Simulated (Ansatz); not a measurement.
Base system: Si in the diamond structure (space group Fd-3m, No. 227; a = 5.470 Å).

Now apply this change: every lattice vector is shortened by 2.00 %, atoms relaxed at fixed cell.

Calculations: DFT with PBE, PAW potentials and a 420 eV plane-wave cutoff in Ansatz (a quantum-chemistry and plane-wave program), scalar-relativistic without spin-orbit coupling.

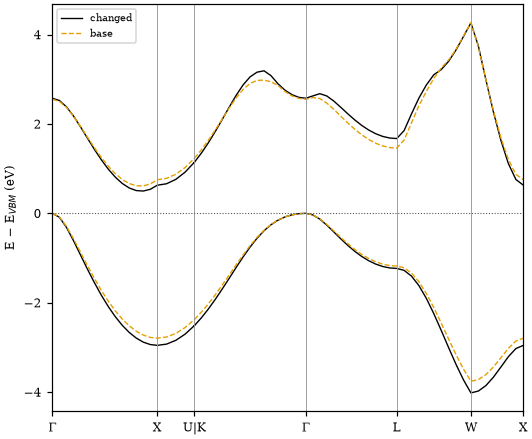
Figure. Highest valence and lowest conduction band along the path, each from its own valence-band maximum

### Question
From the figure, how large is the changed gap, and is it direct?

### Answer
About 0.5 eV, indirect, Γ → Γ–X (87 % along).

The cells carry an imposed strain or load. Stability against distortions was not tested.
